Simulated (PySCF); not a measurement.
# CHF$_{3}$O$_{3}$S, SMILES `O=S(=O)(O)C(F)(F)F`: electronic structure

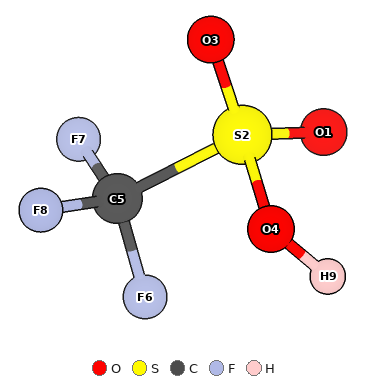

The molecule, with its atoms numbered as below. No frequency check shows the geometry to be a minimum.

Coordinates in Å:

```
O1       1.2762    0.0323   -1.3949
S2       0.8647    0.1488   -0.0414
O3       1.2429    1.2504    0.7553
O4       1.1910   -1.2018    0.7167
C5      -0.9977    0.0108   -0.0045
F6      -1.3276   -1.1487   -0.5666
F7      -1.5647    0.9954   -0.6802
F8      -1.4366    0.0219    1.2422
H9       1.4303   -1.9098    0.1124
```

### 1. Bonding charge

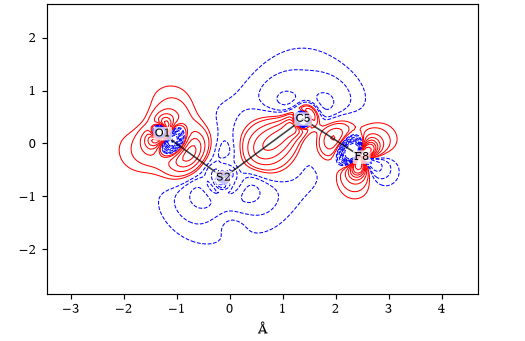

Deformation density (molecule less spherical, spin-averaged free atoms) in the plane of O1, S2, C5 and F8; contours at ±0.05 to ±0.8 e/Å³; solid red lines: gain, dashed blue lines: loss.

Computed with PySCF, PBE/6-311+G**, geometry: GFN2-xTB.

How much density has each bond in this plane gained at its critical point, relative to the free atoms?

Answer. S2–C5: +0.41 e/Å³ at the bond critical point (bond length 1.87 Å). O1–S2: +0.20 e/Å³ at the bond critical point (bond length 1.42 Å). C5–F8: +0.13 e/Å³ at the bond critical point (bond length 1.32 Å). In all, 2.1 electrons gather in the regions of gain relative to the promolecule. A small or negative value marks a very polar bond, one between electron-rich atoms, whose free-atom densities already overlap strongly, a long bond to a heavier atom, or a closed-shell contact such as a hydrogen bond.

Where do the Hirshfeld charges lie?

Answer. The highest Hirshfeld charge is on S2 (+0.49 e), the lowest on O1 (−0.28 e).

### 2. Bond critical points

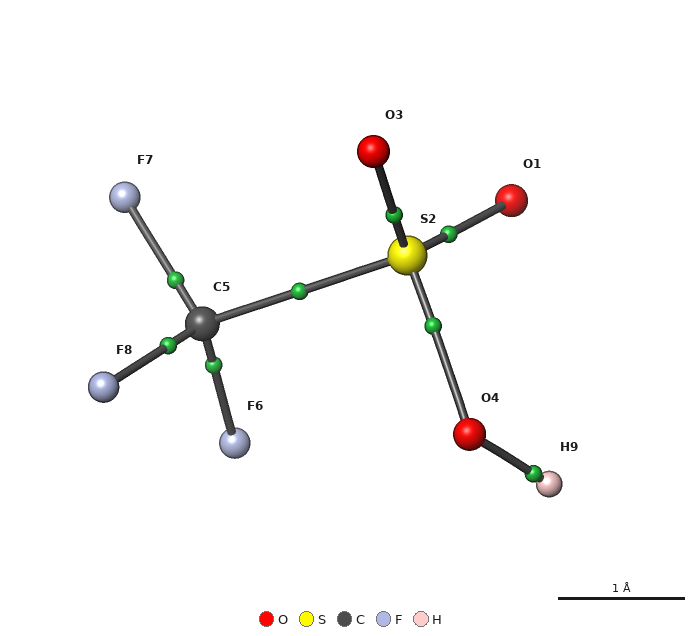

Molecular graph of the electron density (QTAIM): bond paths, bond critical points (green), ring points (magenta, if any); weak paths are dashed.

How many critical points of each kind are there, and does the count close?

Answer. 9 nuclei, 8 bond, 0 ring and 0 cage critical points: 9 − 8 + 0 − 0 = 1, as the Poincaré–Hopf relation requires.

What does the calculation give at each kind of bond critical point?

Answer.
| bond | length (Å) | ρ (a.u.) | ∇²ρ (a.u.) | ε | H (a.u.) |
| --- | --- | --- | --- | --- | --- |
| O4–H9 | 0.961 | 0.360 | −2.55 | 0.02 | −0.705 |
| S2–O3 | 1.411 | 0.313 | +1.45 | 0.03 | −0.367 |
| O1–S2 | 1.419 | 0.309 | +1.37 | 0.04 | −0.364 |
| C5–F8 | 1.322 | 0.291 | −0.22 | 0.13 | −0.410 |
| C5–F7 | 1.322 | 0.291 | −0.23 | 0.12 | −0.409 |
| C5–F6 | 1.330 | 0.285 | −0.24 | 0.13 | −0.397 |
| S2–O4 | 1.583 | 0.231 | +0.11 | 0.09 | −0.275 |
| S2–C5 | 1.868 | 0.188 | −0.32 | 0.01 | −0.123 |

What kind of interaction is S2–O4?

Answer. Polar or intermediate (positive Laplacian, negative energy density H): ρ = 0.231, ∇²ρ = +0.11, H = −0.275 a.u.

### 3. Local ionisation energy

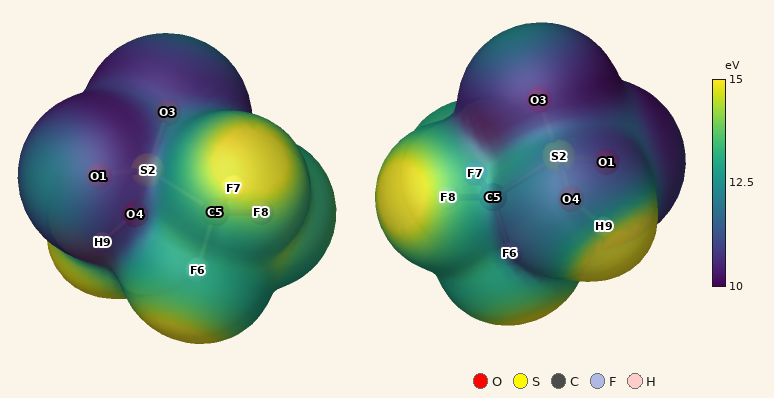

Average local ionisation energy on the surface of electron density 0.001 a.u. (back view left, front view right).

Locate the minima of the map.

Answer. The lowest value is 10.1 eV, 1.8 Å from O3. Further minima include 10.3 eV, 1.8 Å from O3; 10.5 eV, 1.9 Å from O1; 10.5 eV, 1.8 Å from O3. For comparison, the highest occupied orbital lies at −8.4 eV.

### 4. In an electric field

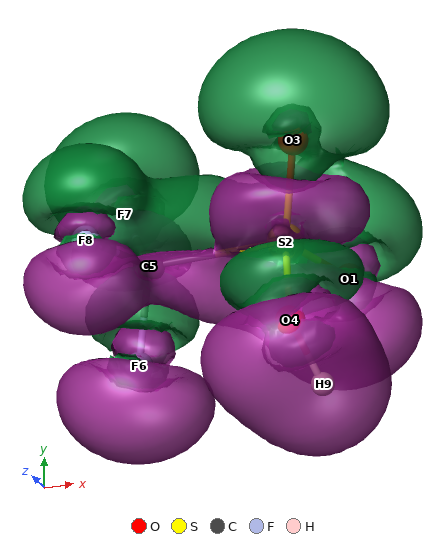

Change of the electron density in a uniform field of 0.41 V/Å, surfaces at ±0.0015 e/Å³ (green: gain, purple: loss).

Level of theory: PBE0/def2-SVPD (PySCF), at a geometry from GFN2-xTB.

The field was applied in both directions; the picture shows the one opposite to the script's first.

Along which Cartesian direction does the field point?

Answer. Along −y: electrons gather on the +y side, against the field.

What dipole is induced, and what polarisability does it imply?

Answer. The induced dipole is 0.94 D (along the field); α along this axis, from the fields in both directions, is 46 bohr³ (6.8 Å³).

### 5. Removing or adding an electron

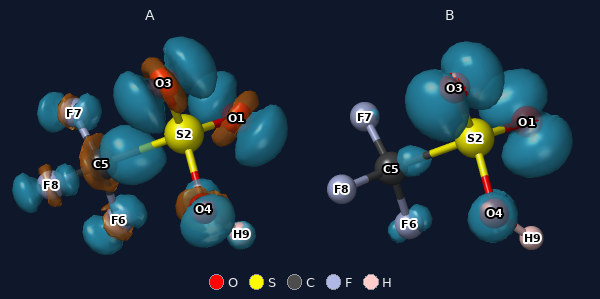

The Fukui function f⁻ from two separate SCF calculations and the density of the HOMO, at ±0.04 e/Å³ (light blue positive, orange negative).

PySCF calculation, TPSSh/6-31+G*, gas phase; geometry: GFN2-xTB.

Which panel is which, and how good is the frozen-orbital picture?

Answer. A is f⁻ (it has negative regions), B the HOMO density. The HOMO lies on O1 (38 %), O3 (35 %) and S2 (11 %); f⁻ (Hirshfeld-condensed) is largest on O3 (0.21) and O1 (0.21); the vertical ionisation energy is 12.01 eV (the stability of the cation's solution wasn't checked). Relaxation shifts 30 % of the electron between atoms. The orbital energy is −9.14 eV.

### 6. Localised orbitals

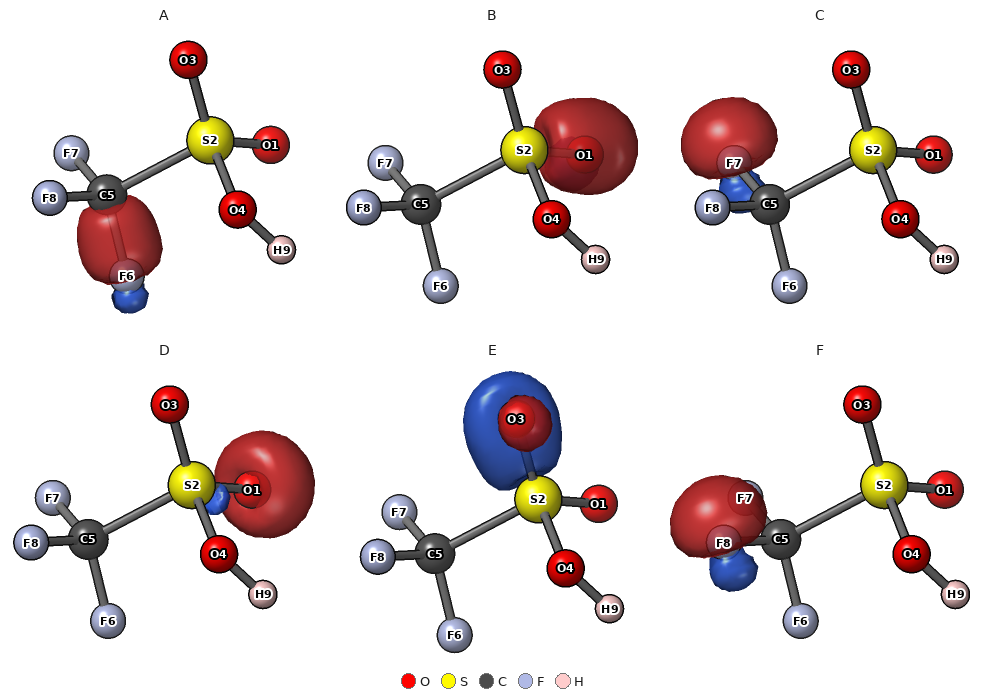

Foster–Boys orbitals, occupied; each surface holds about 80 % of the orbital's density. Energies are diagonal elements of the Fock matrix.

Level of theory: CAM-B3LYP/aug-cc-pVDZ (PySCF), at a geometry from GFN2-xTB.

Identify each orbital.

Answer. By panel:
- A: σ bond F6–C5 (F6 69 %, C5 30 %; −27.4 eV)
- B: bent (banana) bond O1–S2 (O1 77 %, S2 21 %; −19.9 eV)
- C: lone pair on F7 (sp2.6-type) (F7 97 %; −20.8 eV)
- D: lone pair on O1 (sp0.8-type) (O1 97 %; −18.2 eV)
- E: bent (banana) bond O3–S2 (O3 80 %, S2 19 %; −18.6 eV)
- F: lone pair on F8 (sp2.6-type) (F8 97 %; −20.8 eV)

How do all the valence pairs divide up?

Answer. 25 pairs: 13 lone pairs, 6 σ bonds, 5 bent bonds and 1 strongly polarised pair.

The PySCF runs shown took 67 s, 100 s, 6.2 min and 60 s on 1 thread of AMD EPYC 7571, with other jobs on the host.
